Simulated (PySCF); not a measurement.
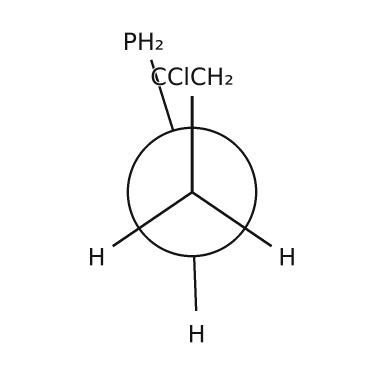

A Newman projection along the C–B bond, carbon in front; angles are drawn as computed, but eclipsed bonds slightly apart. Computed geometry: PBE0-D3(BJ)/def2-SVP optimisation. No frequency run is at hand to confirm it as a minimum.

**Which molecule is it?**

C3H7BClP, C=C(Cl)CBP

**What is the torsion angle from the front CClCH2 to the back PH2? The sign is positive where the front bond must turn clockwise to cover the back bond.**

−9°, synperiplanar (eclipsed).
